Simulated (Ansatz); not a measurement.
**SnCl2 (SMILES [Cl][Sn][Cl]) at revPBE/def2-SVP (core potential)**

What is the vertical ionisation energy of SnCl2 at revPBE/def2-SVP (core potential)? 

Program for the calculation: Ansatz 0.2.0.

28 further runs of the same task are left out: 28 set aside as unsound or not needed.

## 1. The structure to begin with

SnCl2: 3 atoms, total charge 0, spin state singlet. As SMILES, `[Cl][Sn][Cl]`. Geometry: a GFN2-xTB relaxation, a rough one for these elements and not checked as a minimum.

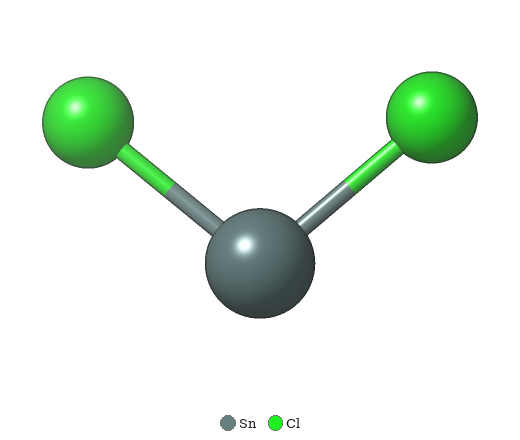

The structure, seen from a chosen angle (tin teal, chlorine green).

## 2. The energy at revPBE/def2-SVP (core potential)

File in.yaml:

```yaml
crystal:
  periodic: [false, false, false]
  atoms:
    - {symbol: Sn, position_ang: [0.004910, -0.007160, -1.023740]}
    - {symbol: Cl, position_ang: [1.812600, -0.019020, 0.521020]}
    - {symbol: Cl, position_ang: [-1.817510, 0.026180, 0.502720]}
basis:
  gaussian:
    orbitals: def2-SVP
output: {orbitals: {seedname: orbitals}}
hamiltonian:
  xc: {name: revPBE}
accuracy: high
```

Run with:

```
ansatz run in.yaml --threads 1 --pin off --max-ram 2610MiB --events-out events.jsonl --progress --plain --runs-dir runs
```

Standard output:

```text
Warning: RAYON_NUM_THREADS=1 ignored (pool sized by the plan → 1); use --threads N
Functional definition: revPBE
  name "revPBE"
  parameter kappa = 1.245
  parameter beta = 0.06672455060314922
  exchange = pbe_x(kappa = kappa, mu = beta*pi^2/3)
  correlation = pbe_c(beta = beta)
1264 factors; integrals over basis functions are off by at most 4.1e-9 eV
mean field evaluation 1: about -30867.1776 eV, gradient 2.0e1 eV
mean field evaluation 2: about -30859.5606 eV, gradient 5.2e1 eV
mean field evaluation 4: about -30868.4945 eV, gradient 1.4e0 eV
mean field evaluation 8: about -30868.5007 eV, gradient 3.5e-2 eV
mean field evaluation 16: about -30868.5008 eV, gradient 9.0e-7 eV
mean field -30868.50075004 eV, -1134.3964791427 hartree, gradient 1.3e-8 eV, S^2 0.000000; 0 other end points of the search recorded, 0 dependent functions left out
reference -30868.50075318 eV, -1134.3964792579 hartree; 28, 28 occupied and 34, 34 virtual orbitals, 1264 factors
Total energy: -30868.50075318 eV, -1134.3964792579 hartree
```

It took 1.7 s on 1 thread of AMD EPYC 9R45 (Zen 5), shared host; peak memory 0.16 GiB.

## 3. The doublet cation, same level

File run.yaml:

```yaml
basis:
  gaussian:
    orbitals: def2-SVP
crystal:
  periodic: [false, false, false]
  atoms:
    - {symbol: Sn, position_ang: [0.004910, -0.007160, -1.023740]}
    - {symbol: Cl, position_ang: [1.812600, -0.019020, 0.521020]}
    - {symbol: Cl, position_ang: [-1.817510, 0.026180, 0.502720]}
total_charge: 1
magnetization:
  spin_polarized: true
  initial_magnetization: 1
hamiltonian:
  xc: {name: revPBE}
accuracy: high
output:
  orbitals: {seedname: orbitals}
```

Run with:

```
ansatz run run.yaml --threads 1 --pin off --max-ram 2610MiB --events-out events.jsonl --progress --plain --runs-dir runs
```

Standard output (excerpt; [...] marks lines left out):

```text
Warning: RAYON_NUM_THREADS=1 ignored (pool sized by the plan → 1); use --threads N
[... 6 set-up lines as earlier in the session ...]
1264 factors; integrals over basis functions are off by at most 4.1e-9 eV
mean field evaluation 1: about -30852.2571 eV, gradient 3.0e1 eV
mean field evaluation 2: about -30792.9094 eV, gradient 9.3e1 eV
mean field evaluation 4: about -30858.5533 eV, gradient 5.3e0 eV
mean field evaluation 8: about -30858.7555 eV, gradient 3.9e-1 eV
mean field evaluation 16: about -30858.7569 eV, gradient 7.0e-5 eV
mean field evaluation 32: about -30858.6995 eV, gradient 1.7e0 eV
mean field evaluation 64: about -30857.6538 eV, gradient 9.2e-1 eV
mean field -30858.75686272 eV, -1134.0383978882 hartree, gradient 5.4e-8 eV, S^2 0.752996; 11 other end points of the search recorded, 0 dependent functions left out
reference -30858.75686595 eV, -1134.0383980069 hartree; 28, 27 occupied and 34, 35 virtual orbitals, 1264 factors
Total energy: -30858.75686595 eV, -1134.0383980069 hartree
```

Wall time 8.1 s (1 thread of AMD EPYC 9R45 (Zen 5), shared host); peak memory 0.22 GiB.

## 4. What came out

Level: revPBE/def2-SVP (core potential).

| quantity | value |
| --- | --- |
| singlet SnCl2: total energy | -1134.39648 Eh |
| singlet SnCl2: HOMO energy | -6.70 eV |
| singlet SnCl2: LUMO energy | -3.56 eV |
| singlet SnCl2: HOMO–LUMO gap | 3.14 eV |
| doublet cation: total energy | -1134.03840 Eh |
| doublet cation: HOMO energy (highest over α and β) | -13.23 eV |
| doublet cation: LUMO energy (lowest over α and β) | -12.79 eV |
| doublet cation: ⟨S²⟩ | 0.753 |
| vertical ionisation energy (to the doublet cation) | 9.744 eV |

What this shows: The vertical ionisation energy comes to 9.74 eV (225 kcal/mol). The negative HOMO energy of the first species, 6.70 eV, lies 3.05 eV below that difference.
